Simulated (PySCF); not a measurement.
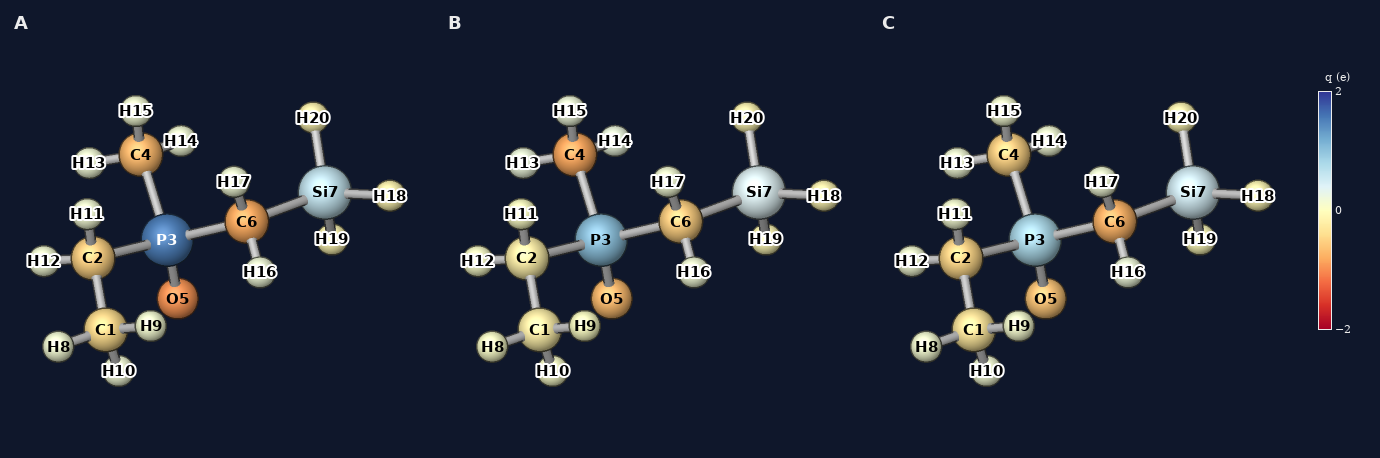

Atomic charges of one calculation by 3 schemes, on one colour scale. Computed geometry: GFN2-xTB optimisation. No frequency run is at hand to confirm it as a minimum. Computed with PBE0/pcSseg-1 (PySCF 2.14.0).

### The schemes are ESP-fitted, IAO, Mulliken. Which panel shows which?

A IAO, B ESP-fitted, C Mulliken.

List the charges (e), one line for each set of equivalent atoms.

| atom | IAO | ESP-fitted | Mulliken |
| --- | --- | --- | --- |
| C1 | −0.42 | −0.18 | −0.28 |
| C2 | −0.51 | −0.18 | −0.47 |
| P3 | 1.53 | 1.03 | 0.78 |
| C4 | −0.69 | −0.82 | −0.48 |
| O5 | −0.94 | −0.68 | −0.61 |
| C6 | −0.81 | −0.53 | −0.74 |
| Si7 | 0.60 | 0.39 | 0.49 |
| H8 | 0.15 | 0.07 | 0.13 |
| H9 | 0.14 | 0.03 | 0.11 |
| H10 | 0.16 | 0.06 | 0.14 |
| H11 | 0.14 | 0.04 | 0.14 |
| H12 | 0.15 | 0.08 | 0.16 |
| H13 | 0.17 | 0.21 | 0.16 |
| H14 | 0.17 | 0.23 | 0.17 |
| H15 | 0.16 | 0.20 | 0.14 |
| H16 | 0.17 | 0.17 | 0.19 |
| H17 | 0.16 | 0.14 | 0.17 |
| H18 | −0.11 | −0.10 | −0.08 |
| H19 | −0.09 | −0.06 | −0.03 |
| H20 | −0.12 | −0.10 | −0.08 |

The geometry is semi-empirical. Around P, Si such bond lengths and angles can be off by a tenth of an ångström or more and by several degrees, and values that hang on the shape move with them.
